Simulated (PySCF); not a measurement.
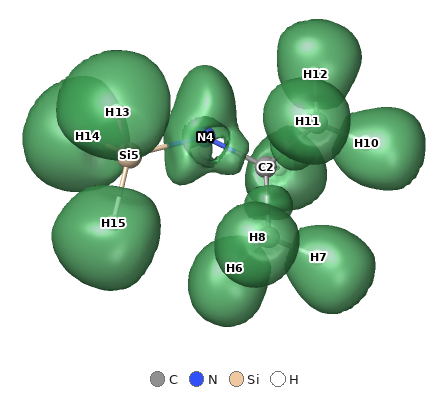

C3H10NSi (doublet). Isosurface of the electron localisation function at 0.75 (green), seen across its widest extent. Core shells and regions of very low density are left out.

Geometry: GFN2-xTB.

Method: UKS B3LYP, pcH-1 on C H N Si, non-relativistic, mean-field spin-orbit, GIAO (PySCF 2.14.0, density-fitted response routines).

```json
{"atom": "C", "x (Å)": "-0.6991", "y (Å)": "-1.2461", "z (Å)": "-0.2047"}
{"atom": "C", "x (Å)": "-0.6115", "y (Å)": "0.0081", "z (Å)": "0.6697"}
{"atom": "C", "x (Å)": "-1.4969", "y (Å)": "1.1381", "z (Å)": "0.1018"}
{"atom": "N", "x (Å)": "0.6655", "y (Å)": "0.4976", "z (Å)": "0.9034"}
{"atom": "Si", "x (Å)": "2.2424", "y (Å)": "0.0995", "z (Å)": "0.4872"}
{"atom": "H", "x (Å)": "-0.0982", "y (Å)": "-2.0438", "z (Å)": "0.2244"}
{"atom": "H", "x (Å)": "-1.7301", "y (Å)": "-1.5824", "z (Å)": "-0.2837"}
{"atom": "H", "x (Å)": "-0.3194", "y (Å)": "-1.0254", "z (Å)": "-1.1995"}
{"atom": "H", "x (Å)": "-1.0311", "y (Å)": "-0.2356", "z (Å)": "1.6647"}
{"atom": "H", "x (Å)": "-2.5310", "y (Å)": "0.8102", "z (Å)": "0.0393"}
{"atom": "H", "x (Å)": "-1.1445", "y (Å)": "1.4069", "z (Å)": "-0.8906"}
{"atom": "H", "x (Å)": "-1.4334", "y (Å)": "2.0130", "z (Å)": "0.7417"}
{"atom": "H", "x (Å)": "2.6893", "y (Å)": "1.2064", "z (Å)": "-0.3739"}
{"atom": "H", "x (Å)": "2.9710", "y (Å)": "0.1317", "z (Å)": "1.7606"}
{"atom": "H", "x (Å)": "2.5227", "y (Å)": "-1.1702", "z (Å)": "-0.2020"}
```

> What do the ELF domains correspond to?

The ELF exceeds this value in two regions between bonded C–C atoms (shared pairs), ten regions around hydrogen nuclei and one region on N in which the atom's valence shell and bonds are merged. Profiles from the grid: C–N (1.39 Å): the ELF peaks at about 0.85 between the atoms: localised, covalent bonding. C–C (1.53 Å): the ELF peaks at about 0.95 between the atoms, as expected for localised, covalent bonding.
